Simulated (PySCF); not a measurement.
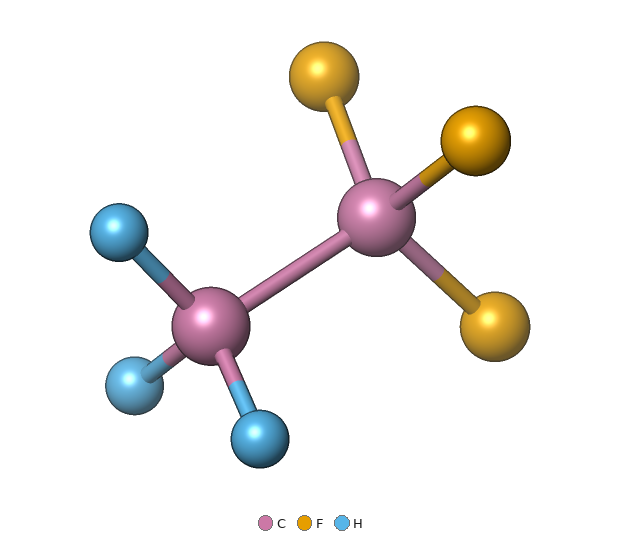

The geometry was computed by an optimisation with PBE0-D3(BJ)/def2-TZVP. No frequency run is at hand to confirm it as a minimum.

Give the structural formula.

SMILES: CC(F)(F)F

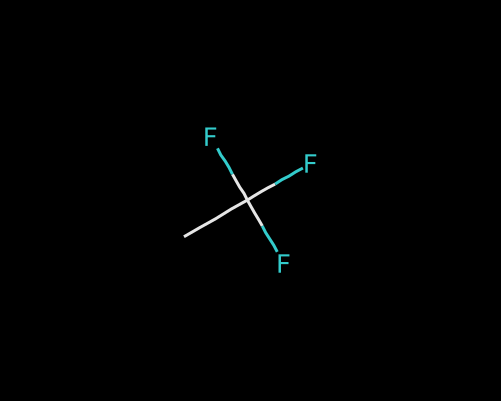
